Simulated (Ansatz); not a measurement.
# Y2ClO2F (built on the sites of a database entry of YOF): a soft mode frozen in

Wanted: the energy along a soft mode of Y2ClO2F (built on the sites of a database entry of YOF) and the structure at the end.

Calculated with Ansatz 0.2.0; DFT PBEsol, scalar-relativistic, plane waves, PAW.

The structure was built from a prototype and need not be the compound's stable phase.

## 1. The starting structure

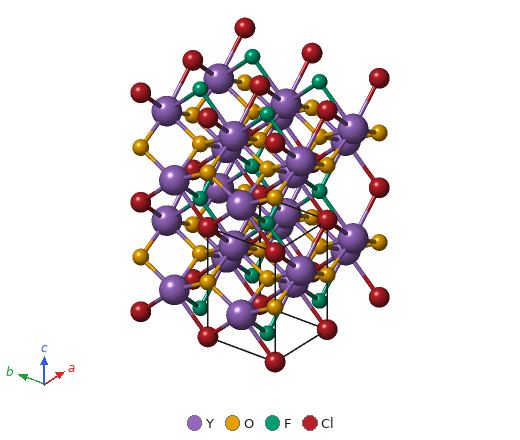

The starting structure, seen from a free direction (yttrium purple, oxygen orange, fluorine teal, chlorine red). 2×2×2 cells are drawn. Some periodic images of atoms are drawn too.

Structure file:

```cif
data_structure
_symmetry_space_group_name_H-M 'P 1'
_symmetry_Int_Tables_number 1
_cell_length_a 3.9679
_cell_length_b 3.9679
_cell_length_c 5.8387
_cell_angle_alpha 90.000
_cell_angle_beta 90.000
_cell_angle_gamma 90.000
_cell_volume 91.92
loop_
_atom_site_label
_atom_site_type_symbol
_atom_site_fract_x
_atom_site_fract_y
_atom_site_fract_z
_atom_site_occupancy
Y1 Y 0.50000 0.00000 0.68477 1
Y2 Y 0.00000 0.50000 0.31523 1
O3 O 0.00000 0.00000 0.50000 1
O4 O 0.50000 0.50000 0.50000 1
F5 F 0.50000 0.50000 0.00000 1
Cl6 Cl 0.00000 0.00000 0.00000 1
```

## 2. The dispersion

The cell comes from relaxations at this level that are not shown. Stability and thermal properties need the whole zone. Linear response on a 2×2×2 q mesh gives force constants as far as a supercell of that size would, and the tensors from the zone-centre run are typed in so that the long-range dipole term is interpolated apart.

The input, input.yaml:

```yaml
crystal:
  lattice:
    - [3.9678556729, 0.0, 0.0]
    - [0.0, 3.9678556729, 0.0]
    - [0.0, 0.0, 5.8386826923]
  atoms:
    - { symbol: "Y", position: [0.5, 0.0, 0.6847744398] }
    - { symbol: "Y", position: [0.0, 0.5, 0.3152255602] }
    - { symbol: O, position: [0.0, 0.0, 0.5] }
    - { symbol: O, position: [0.5, 0.5, 0.5] }
    - { symbol: F, position: [0.5, 0.5, 0.0] }
    - { symbol: Cl, position: [0.0, 0.0, 0.0] }
kpoints:
  mp_grid: { grid: [6, 6, 4] }
hamiltonian:
  xc: pbesol
scf:
  occupations: { method: fixed }
output:
  eigenvalues: true
phonons:
  method: dfpt
  qmesh: [2, 2, 2]
  temperatures: { t_max: 1000, t_step: 50 }
  qpath:
    path:
      - [[0.0, 0.0, 0.0], [0.0, 0.5, 0.0], [0.5, 0.5, 0.0], [0.0, 0.0, 0.0], [0.0, 0.0, 0.5], [0.0, 0.5, 0.5], [0.5, 0.5, 0.5], [0.0, 0.0, 0.5]]
      - [[0.0, 0.5, 0.0], [0.0, 0.5, 0.5]]
      - [[0.5, 0.5, 0.0], [0.5, 0.5, 0.5]]
    npoints: 10
  non_analytic_term:
    high_frequency_dielectric_tensor: [[3.918, 0.0, 0.0], [0.0, 3.918, 0.0], [0.0, 0.0, 3.6947]]
    born_effective_charges:
      - { species: "Y", tensor: [[4.1527, 0.0, 0.0], [0.0, 3.7287, 0.0], [0.0, 0.0, 3.375]] }
      - { species: "Y", tensor: [[3.7287, 0.0, 0.0], [0.0, 4.1527, 0.0], [0.0, 0.0, 3.375]] }
      - { species: O, tensor: [[-2.705, 0.0, 0.0], [0.0, -2.705, 0.0], [0.0, 0.0, -2.1348]] }
      - { species: O, tensor: [[-2.7014, 0.0, 0.0], [0.0, -2.7014, 0.0], [0.0, 0.0, -1.6788]] }
      - { species: F, tensor: [[-1.4844, 0.0, 0.0], [0.0, -1.4844, 0.0], [0.0, 0.0, -1.424]] }
      - { species: Cl, tensor: [[-0.9905, 0.0, 0.0], [0.0, -0.9905, 0.0], [0.0, 0.0, -1.5123]] }
    source: "zone-centre run at this cell"
```

Launch:

```
$ ansatz run input.yaml --threads 8 --pin off --max-ram 14336MiB --backend cpu --events-out ev --progress --plain --runs-dir out
```

Numbers of over 12 decimals in the logs are rounded to 6 here.

What it wrote:

```text
Warning: phonons: the dynamical matrix that this run interpolates holds no multipole term above the dipole-dipole one, and a site of this crystal is no centre of inversion, so its interpolated transverse optical and acoustic branches and sound speeds can stay off near Gamma, and the density of states and the thermodynamics with them. What a run solves at a wave vector of phonons.qpoints, Gamma apart, where the deck admits one, is free of this, and under fd what a larger phonons.supercell samples
Engine: ansatz 0.2.0, aarch64-unknown-linux-gnu
Pseudopotentials: kind: paw
Pseudopotential: Y, paw, valence charge 11, recommended cutoff 420 eV (normal), Y.paw.azcp
Pseudopotential: O, paw, valence charge 6, recommended cutoff 420 eV (normal), O.paw.azcp
Pseudopotential: F, paw, valence charge 7, recommended cutoff 420 eV (normal), F.paw.azcp
Pseudopotential: Cl, paw, valence charge 7, recommended cutoff 420 eV (normal), Cl.paw.azcp
Functional definition: PBEsol
  exchange = pbesol_x
  correlation = pbesol_c
Crystal: 6 atoms, lattice volume = 91.924 Å³
Basis set: ecut = 420 eV, 1803 PW (Γ), exchange–correlation on 54×54×80 points (8 copies of the dense FFT grid, shifted against one another)
Bands: 30, of which v1, the nominal top of the filled ones, is band 24 counted from 1 (23 counted from 0)
Symmetry: 8 space group operations
k-points: 30 of 144 (time reversal used)
Non-local potential: Y, projectors of the file, l = 0: 3, l = 1: 2, l = 2: 2, l = 3: 1
Non-local potential: O, projectors of the file, l = 0: 2, l = 1: 2, l = 2: 1
Non-local potential: F, projectors of the file, l = 0: 2, l = 1: 2, l = 2: 1
Non-local potential: Cl, projectors of the file, l = 0: 2, l = 1: 2, l = 2: 2
PAW form: soft (Blöchl's): semilocal exchange-correlation on the pseudo side does not see the compensation charge
PAW frozen core: Y, regenerated for the run's functional, and the local potential with it (the file was generated under x = pbe(κ = 0.804, μ = 0.219515), c = pbe(β = 0.066725))
PAW frozen core: O, regenerated for the run's functional, and the local potential with it (the file was generated under x = pbe(κ = 0.804, μ = 0.219515), c = pbe(β = 0.066725))
PAW frozen core: F, regenerated for the run's functional, and the local potential with it (the file was generated under x = pbe(κ = 0.804, μ = 0.219515), c = pbe(β = 0.066725))
PAW frozen core: Cl, regenerated for the run's functional, and the local potential with it (the file was generated under x = pbe(κ = 0.804, μ = 0.219515), c = pbe(β = 0.066725))
PAW one-centre angular grid: Y, 590 points (default); XC on 64 Gauss nodes
PAW one-centre angular grid: O, 110 points (default); XC on 64 Gauss nodes
PAW one-centre angular grid: F, 110 points (default); XC on 64 Gauss nodes
PAW one-centre angular grid: Cl, 110 points (default); XC on 64 Gauss nodes
Initial density: superposition of atomic densities (neutral atoms: chi_scale 0, normalization atom), corrected by the library's trained network
Initial wavefunctions: pseudopotential atomic-orbital guess
Functional: x = pbesol(κ = 0.804, μ = 0.123457), c = pbesol(β = 0.046)
SCF iter   1: F=—  HF=-10585.642918 eV  |F-HF|=—  |Δ(HF+E_count)|=         —  Δρ=1.41e-2  dr2=1.55e-1  ethr=1.77e-3  ⟨swp⟩=5.0  Hψ=3302  notcnv=0  defer=115
preconditioner: auto → Resta (q_TF=auto, 2.448 Å⁻¹)  ε∞=3.7  [insulator: Δε(μ)=4.863 eV  Ē_g=15.677 eV  n_scr=20 (ndim 8)  ℏωp=25.7 eV  f_vac=0.050  ε∞_Penn≈3.7]
SCF iter   2: F=—  HF=-10585.606517 eV  |F-HF|=—  |Δ(HF+E_count)|=   3.64e-2  Δρ=4.47e-3  dr2=1.24e-2  ethr=3.23e-4  ⟨swp⟩=2.0  Hψ=1651  notcnv=0  defer=117
SCF iter   3: F=—  HF=-10585.604097 eV  |F-HF|=—  |Δ(HF+E_count)|=   2.42e-3  Δρ=1.31e-3  dr2=1.46e-3  ethr=2.59e-5  ⟨swp⟩=2.0  Hψ=1364  notcnv=0  defer=119
SCF iter   4: F=—  HF=-10585.604222 eV  |F-HF|=—  |Δ(HF+E_count)|=   1.25e-4  Δρ=4.03e-4  dr2=1.36e-4  ethr=3.05e-6  ⟨swp⟩=2.0  Hψ=1303  notcnv=0  defer=120
SCF iter   5: F=—  HF=-10585.604267 eV  |F-HF|=—  |Δ(HF+E_count)|=   4.48e-5  Δρ=2.41e-4  dr2=4.42e-5  ethr=2.83e-7  ⟨swp⟩=2.0  Hψ=1512  notcnv=0  defer=54
SCF iter   6: F=—  HF=-10585.604271 eV  |F-HF|=—  |Δ(HF+E_count)|=   3.79e-6  Δρ=5.69e-5  dr2=2.68e-6  ethr=9.21e-8  ⟨swp⟩=2.0  Hψ=1289  notcnv=0  defer=44
SCF iter   7: F=—  HF=-10585.604274 eV  |F-HF|=—  |Δ(HF+E_count)|=   3.27e-6  Δρ=3.46e-5  dr2=9.31e-7  ethr=5.59e-9  ⟨swp⟩=2.0  Hψ=1299  notcnv=0  defer=45
SCF iter   8: F=—  HF=-10585.604274 eV  |F-HF|=—  |Δ(HF+E_count)|=   5.02e-8  Δρ=1.04e-5  dr2=8.49e-8  ethr=1.94e-9  ⟨swp⟩=2.0  Hψ=1294  notcnv=0  defer=45
SCF iter   9: F=—  HF=-10585.604274 eV  |F-HF|=—  |Δ(HF+E_count)|=   5.43e-8  Δρ=2.42e-6  dr2=5.85e-9  ethr=1.77e-10  ⟨swp⟩=2.0  Hψ=1229  notcnv=0  defer=45
SCF iter  10: F=—  HF=-10585.604274 eV  |F-HF|=—  |Δ(HF+E_count)|=   9.55e-9  Δρ=5.14e-7  dr2=2.81e-10  ethr=1.22e-11  ⟨swp⟩=2.6  Hψ=1572  notcnv=0  defer=45
SCF iter  11: F=—  HF=-10585.604274 eV  |F-HF|=—  |Δ(HF+E_count)|=  3.17e-10  Δρ=2.34e-7  dr2=3.99e-11  ethr=1.00e-12  ⟨swp⟩=2.3  Hψ=1320  notcnv=0  defer=45
SCF iter  12: F=—  HF=-10585.604274 eV  |F-HF|=—  |Δ(HF+E_count)|=  3.64e-12  Δρ=1.22e-7  dr2=1.06e-11  ethr=1.00e-12  ⟨swp⟩=12.2  Hψ=4767  notcnv=0
SCF iter  13: F=-10585.604274 eV  HF=-10585.604274 eV  |F-HF|=1.82e-12  |Δ(HF+E_count)|=  3.64e-12  Δρ=2.93e-8  dr2=6.66e-13  ethr=1.00e-12  ⟨swp⟩=5.0  Hψ=3434  notcnv=0
SCF 1 converged in 13 iterations: F = -10585.604274 eV  dr2 = 6.66e-13
  greatest PAW one-centre occupation: 0.993 electrons in one spin orbital (limit 2), on the Y atom at site 1 (counted from 0), in its partial waves of l = 0
NSCF: frozen V_eff on 30 k-points
NSCF: frozen V_eff on 48 k-points
DFPT response loops at q = (0, 0, 0) (fractional): preconditioner auto → none (the input reference at scf.mixing.eps_inf says where Resta's filter doesn't serve); β = 0.50; Broyden in place of MSR1
NSCF: frozen V_eff on 96 k-points
DFPT response loops at q = (0, 0, -0.5) (fractional): preconditioner auto → Resta (q_TF=auto, 2.448 Å⁻¹)  ε∞=3.5 (no band partly filled); β = 1.00, the filter's whole step (`scf.mixing.beta` (0.50) is not read by the response loops at its default; to damp them type it under 1.00, their step now; it binds the ground state too); Broyden in place of MSR1
NSCF: frozen V_eff on 96 k-points
DFPT response loops at q = (0, -0.5, 0) (fractional): mixed as the last ones told, above
NSCF: frozen V_eff on 96 k-points
DFPT response loops at q = (0, -0.5, -0.5) (fractional): mixed as the last ones told, above
NSCF: frozen V_eff on 96 k-points
DFPT response loops at q = (-0.5, -0.5, 0) (fractional): preconditioner auto → none (the input reference at scf.mixing.eps_inf says where Resta's filter doesn't serve); β = 0.50; Broyden in place of MSR1
NSCF: frozen V_eff on 96 k-points
DFPT response loops at q = (-0.5, -0.5, -0.5) (fractional): mixed as the last ones told, above
SCF converged after 13 iterations
Free energy (F): -10585.604274 eV
Harris-Foulkes:  -10585.604274 eV  (|F-HF|=1.82e-12)
Internal energy: -10585.604274 eV  (E = F + TS)
E sigma→0 (E₀):  -10585.604274 eV
Fermi energy:    7.264745 eV
--- Per-component energies (eV) ---
  E_band       = -217.556619
  E_kinetic    = 1332.059137
  E_local      = -2588.871249  (includes V_loc(G=0)·N_el)
  E_nonlocal   = 301.343075
  E_hartree    = 897.043149
  E_xc         = -678.936991
  E_vxc        = -813.013666  (∫ρ·V_xc dr)
  E_paw        = -6686.632412  (= ΣΔE_a)
  E_vpaw       = -243.167237  (= ΣTr[D̂ρ^β])
  E_aug_tail   = 0.006998  (compensation charges beyond the density's cutoff)
  E_ewald      = -3162.104977
  E_core_change = 0.488996  (= ΣΔE_core)
  E_smearing   = -0.000000  (= −TS)
  E_closure    = 0.000000  (closes the sum)
  Σ components = -10585.604274   (vs F -10585.604274, Δ=0.00e0)
--- Band table (eV; the first three rows and the last of 30) ---
  k-point 0: bands = [... 20 lower, 6.6769, 7.0269, 7.0269, 7.2400, 12.6616, 12.6931, 12.7916, 13.2012, ... 2 higher]
  k-point 1: bands = [... 20 lower, 6.7525, 6.7525, 7.1049, 7.1049, 12.7362, 12.7492, 13.1985, 13.7081, ... 2 higher]
  k-point 2: bands = [... 20 lower, 6.8049, 6.8049, 7.1906, 7.1906, 12.8556, 12.8583, 13.6007, 14.2397, ... 2 higher]
  k-point 29: bands = [... 20 lower, 6.5896, 6.6630, 7.1645, 7.1645, 12.3991, 12.3991, 13.2944, 14.5126, ... 2 higher]
--- Phonons (Γ-DFPT): 11 representative perturbations + reference (Σ response iterations 33) ---
  ASR residual: 3.491e-5 → 0.000e0 eV/Å²; symmetrization residual: 2.483e-6 eV/Å²
  ASR residual per site (eV/Å²): 6.61e-6 6.61e-6 3.49e-5 2.49e-5 1.03e-5 5.10e-6
  Γ frequencies (cm⁻¹): -131.29 0.00 0.00 0.00 34.66 34.66 184.60 184.60 251.86 263.49 280.63 280.63 332.03 332.03 370.07 476.32 482.55 482.55
--- Phonons (arbitrary-q DFPT): 6 irreducible q on the 2×2×2 mesh ---
  q = [0.0000, 0.0000, 0.0000] (star 1, of the zone-centre solve; hermiticity 3.18e-7, symmetrization 9.92e-14): -131.29 -0.00 0.00 0.00 34.66 34.66 184.60 184.60 251.86 263.49 280.63 280.63 332.03 332.03 370.07 476.32 482.55 482.55
  q = [0.0000, 0.0000, -0.5000] (star 1, 11 solved perturbations in 456 linear systems a pass and spin channel, the states on 48 of 144 k-point pairs; hermiticity 2.45e-5, symmetrization 3.88e-6): -88.75 -88.75 110.08 117.24 117.24 155.00 168.12 168.12 200.06 279.72 279.72 332.77 332.77 342.53 356.55 482.19 482.19 551.08
  q = [0.0000, -0.5000, 0.0000] (star 2, 18 solved perturbations on 48 of 144 k-point pairs; hermiticity 4.22e-7, symmetrization 2.10e-14): -131.33 95.70 110.56 133.18 137.76 195.81 213.90 223.80 232.66 245.87 257.87 274.64 386.89 406.27 414.91 416.30 502.29 521.17
  q = [0.0000, -0.5000, -0.5000] (star 2, 18 solved perturbations on 48 of 144 k-point pairs; hermiticity 2.21e-5, symmetrization 1.14e-5): -85.73 98.30 110.30 127.39 133.93 202.70 221.11 228.29 233.65 249.63 271.16 288.34 381.90 413.90 416.74 417.23 500.88 503.72
  q = [-0.5000, -0.5000, 0.0000] (star 1, 11 solved perturbations in 456 linear systems a pass and spin channel, the states on 48 of 144 k-point pairs; hermiticity 5.00e-7, symmetrization 7.88e-14): -158.70 -107.95 -107.95 143.56 169.20 190.69 190.69 227.49 267.45 294.61 295.50 295.50 302.81 302.81 343.12 383.73 563.93 563.93
  q = [-0.5000, -0.5000, -0.5000] (star 1, 11 solved perturbations in 456 linear systems a pass and spin channel, the states on 48 of 144 k-point pairs; hermiticity 1.63e-5, symmetrization 5.84e-6): -104.24 -104.24 -89.31 155.63 193.72 193.72 193.98 234.71 264.29 285.59 296.57 296.57 302.58 302.58 333.25 374.61 564.99 564.99
  sum rule: each row above includes the acoustic sum rule's correction from the zone centre's row sums; it moved no ω² by more than (0.77 cm⁻¹)²
  mesh force constants: q→R imaginary residual 9.79e-18; ASR residual 3.491e-5 → 0.000e0 eV/Å²; symmetrization residual 1.243e-14 eV/Å²
  interpolated dispersion: 94 rows × 18 modes
  density of states and harmonic sums: on the 16×16×12 q-mesh, interpolated from the force constants of a 2×2×2 supercell (with the dipole–dipole term of supplied tensors)
  largest difference from the sums on the solved wave vectors: F 5.98e-2 eV, S 8.61e-5 and C_V 2.57e-5 eV/K
  zero-point energy: 0.286912 eV/cell   skipped modes (ω ≤ 0): 554, of them read as no rigid motion or as one in doubt: 551 (1.698e0 modes/cell left out, lowest -158.70 cm⁻¹)   left out of the sums: 9.44e-2 of the cell's modes: C_V's classical limit lies that fraction below 3 k_B per atom; for a crystal, a wire or a layer, F and S can be off by more, and a phonons.interpolated_qmesh denser along its periods is the remedy for the sampling
```

It took 2.1 min on 8 threads of Arm Neoverse V2, shared host; peak memory 0.81 GiB; 16 min of CPU time.

Reading the cycles: dr2 is the Hartree energy of the density residual (eV), the measure of convergence; HF is the Harris–Foulkes estimate of the energy, which meets the free energy F at convergence.

Numbers from this step:

```yaml
gap_on_the_k_mesh: 5.030 eV
volume_per_atom: 15.32 Å³
sum_rule_residual_before_enforcement: 3.49e-5 eV/Å²
lowest_frequency_on_the_path: -158.7 cm⁻¹
point_group: -42m
highest_frequency_on_the_path_or_at_a_solved_wavevector: 565 cm⁻¹
highest_optical_mode_at_the_zone_centre_no_lo_to_term: 482.6 cm⁻¹
lowest_optical_zone_centre_mode: -131.3 cm⁻¹
lowest_mode_on_the_q_mesh_acoustic_modes_at_gamma_apart: -158.7 cm⁻¹
```

Frequencies (cm⁻¹) solved at each irreducible wavevector; negative means imaginary. Frequencies by wavevector, by row:

| q in reciprocal lattice units | star | mode 1 | mode 2 | mode 3 | mode 4 | mode 16 | mode 17 | mode 18 |
| --- | --- | --- | --- | --- | --- | --- | --- | --- |
| 0 0 0 | 1 | -131.3 | 0 | 0 | 0 | 476.3 | 482.6 | 482.6 |
| 0 0 -0.5 | 1 | -88.8 | -88.8 | 110.1 | 117.2 | 482.2 | 482.2 | 551.1 |
| 0 -0.5 0 | 2 | -131.3 | 95.7 | 110.6 | 133.2 | 416.3 | 502.3 | 521.2 |
| 0 -0.5 -0.5 | 2 | -85.7 | 98.3 | 110.3 | 127.4 | 417.2 | 500.9 | 503.7 |
| -0.5 -0.5 0 | 1 | -158.7 | -108 | -108 | 143.6 | 383.7 | 563.9 | 563.9 |
| -0.5 -0.5 -0.5 | 1 | -104.2 | -104.2 | -89.3 | 155.6 | 374.6 | 565 | 565 |

Interpolated from a 2×2×2 q mesh, rough between the solved points, with the LO-TO term (at Γ the limit along the path; where Γ stands inside the path, tables give the limit on arrival). The phonon branches at the labelled points (cm⁻¹):

| point | branch 1 | branch 2 | branch 3 | branch 4 | branch 15 | branch 16 | branch 17 | branch 18 |
| --- | --- | --- | --- | --- | --- | --- | --- | --- |
| Γ | -131 | 0 | 0 | 0 | 476 | 482 | 482 | 542 |
| X | -131 | 96 | 111 | 133 | 415 | 416 | 502 | 521 |
| M | -159 | -108 | -108 | 144 | 343 | 384 | 564 | 564 |
| Γ | -131 | 0 | 0 | 0 | 476 | 482 | 482 | 542 |
| Z | -89 | -89 | 110 | 117 | 357 | 482 | 482 | 551 |
| R | -86 | 98 | 110 | 127 | 417 | 417 | 501 | 504 |
| A | -104 | -104 | -89 | 156 | 333 | 375 | 565 | 565 |
| Z | -89 | -89 | 110 | 117 | 357 | 482 | 482 | 551 |
| jump to X | -131 | 96 | 111 | 133 | 415 | 416 | 502 | 521 |
| R | -86 | 98 | 110 | 127 | 417 | 417 | 501 | 504 |
| jump to M | -159 | -108 | -108 | 144 | 343 | 384 | 564 | 564 |
| A | -104 | -104 | -89 | 156 | 333 | 375 | 565 | 565 |

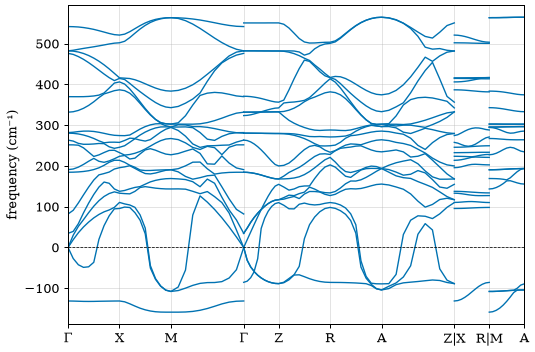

Phonon branches along the path.

Symmetry leaves 6 wavevectors to solve. The lowest mode among them, the acoustic zeros apart, lies at q = (-0.5, -0.5, 0) and is imaginary, 158.7i cm⁻¹, so the energy falls along it.

## 3. The mode frozen in, largest atomic shift 0 Å

The mode followed lies at q = (-0.5, -0.5, 0) with frequency 158.7i cm⁻¹, the softest among the wavevectors solved. At small amplitude the distorted cell has space group no. 113 by a symmetry search on the positions. The undistorted cell that holds it gives the zero of energy on the same k mesh.

System of this step: Y2ClO2F (built on the sites of a database entry of YOF). The structure is tetragonal, space group P-4m2 (No. 115). Conventional cell: a = 3.968 Å, b = 3.968 Å, c = 5.839 Å, α = 90.00°, β = 90.00°, γ = 90.00°. Nearest to Y lie 4 O at 2.26 Å and 2 F at 2.71 Å and 2 Cl at 2.71 Å. Nearest to O lie 4 Y at 2.26 Å. Nearest to F lie 4 Y at 2.71 Å. Cl has 4 Y at 2.71 Å nearest. Farther neighbours and most contacts between anions are not listed.

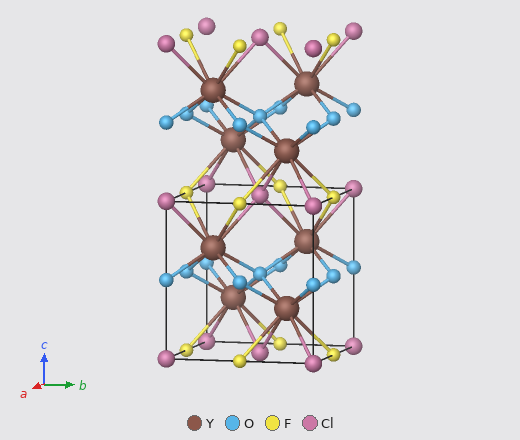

The cell of this step (yttrium brown, oxygen blue, fluorine yellow, chlorine pink). Bonds to atoms that aren't drawn are left out. 1×1×2 cells are drawn. Some periodic images of atoms are drawn too.

The input, input.yaml:

```yaml
crystal:
  lattice:
    - [-3.9678556729, -3.9678556729, 0.0]
    - [-3.9678556729, 3.9678556729, 0.0]
    - [0.0, 0.0, -5.8386826923]
  atoms:
    - { symbol: "Y", position: [0.25, 0.25, 0.3152255602] }
    - { symbol: "Y", position: [0.75, 0.75, 0.3152255602] }
    - { symbol: "Y", position: [0.25, 0.75, 0.6847744398] }
    - { symbol: "Y", position: [0.75, 0.25, 0.6847744398] }
    - { symbol: O, position: [0.5, 0.5, 0.5] }
    - { symbol: O, position: [0.0, 0.0, 0.5] }
    - { symbol: O, position: [0.0, 0.5, 0.5] }
    - { symbol: O, position: [0.5, 0.0, 0.5] }
    - { symbol: F, position: [0.0, 0.5, 0.0] }
    - { symbol: F, position: [0.5, 0.0, 0.0] }
    - { symbol: Cl, position: [0.5, 0.5, 0.0] }
    - { symbol: Cl, position: [0.0, 0.0, 0.0] }
kpoints:
  mp_grid: { grid: [4, 4, 4] }
hamiltonian:
  xc: pbesol
scf:
  occupations: { method: gaussian, width: 0.02 }
output:
  forces: true
  stress: true
  eigenvalues: true
```

What it wrote:

```text
[...]
Crystal: 12 atoms, lattice volume = 183.847 Å³
Basis set: ecut = 420 eV, 3591 PW (Γ), exchange–correlation on 80×80×80 points (8 copies of the dense FFT grid, shifted against one another)
Bands: 60, of which v1, the nominal top of the filled ones, is band 48 counted from 1 (47 counted from 0)
Symmetry: 16 space group operations
[...]
k-points: 18 of 64 (time reversal used)
[...]
k-point 0: bands = [... 44 lower, 7.1324, 7.2400, 7.2645, 7.2645, 12.4063, 12.4063, 12.6616, 12.6931, ... 6 higher]
  k-point 1: bands = [... 44 lower, 7.1049, 7.1049, 7.2153, 7.2153, 12.4004, 12.4004, 12.7362, 12.7492, ... 6 higher]
  k-point 2: bands = [... 44 lower, 7.1646, 7.1646, 7.1907, 7.1907, 12.3991, 12.3991, 12.8556, 12.8583, ... 6 higher]
  k-point 17: bands = [... 44 lower, 6.2826, 6.2826, 6.2856, 6.2856, 13.2089, 13.2089, 13.2678, 13.2678, ... 6 higher]
[key lines of the parts left out:]
SCF converged after 9 iterations
Free energy (F): -21171.208379 eV
Fermi energy:    9.787503 eV
P = ⅓ Tr σ = 0.0011 GPa (0.011 kbar)
```

Wall time 2.3 s (8 threads); peak memory 0.73 GiB.

Numbers from this step:

- pressure: 0.001050 GPa
- gap on the k-mesh: 5.001 eV
- energy from the undistorted cell: 0 meV/atom

At this level the gap is 5.00 eV on the k-mesh of the self-consistent run, which can miss the band edges.

(Part 1 of 2 ends here.)

[Logs are printed without paths, hosts, clocks, repeated set-up lines and the standing remarks that a program may print on its own settings, such as how far it seeks lower states.]

[Hosts, paths, dates, database ids (printed as entryN), source tags and the programs' standing remarks are cut or masked in the printed files.]
